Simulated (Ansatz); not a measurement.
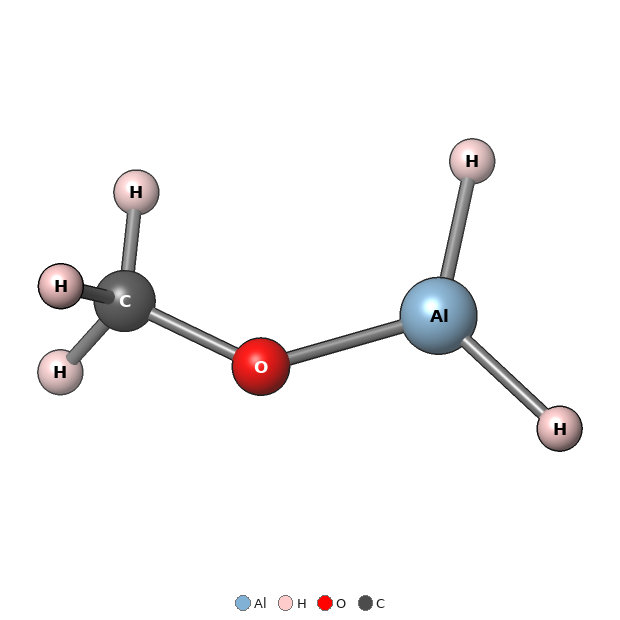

Distant atoms are faded towards the background colour. The geometry was computed by an optimisation with PBE0-D4/def2-TZVP.

> List the symmetry elements and name the point group.

It has 1 mirror plane, so the point group is Cs. The group has 2 operations. The geometry is achiral, and symmetry allows a dipole moment.
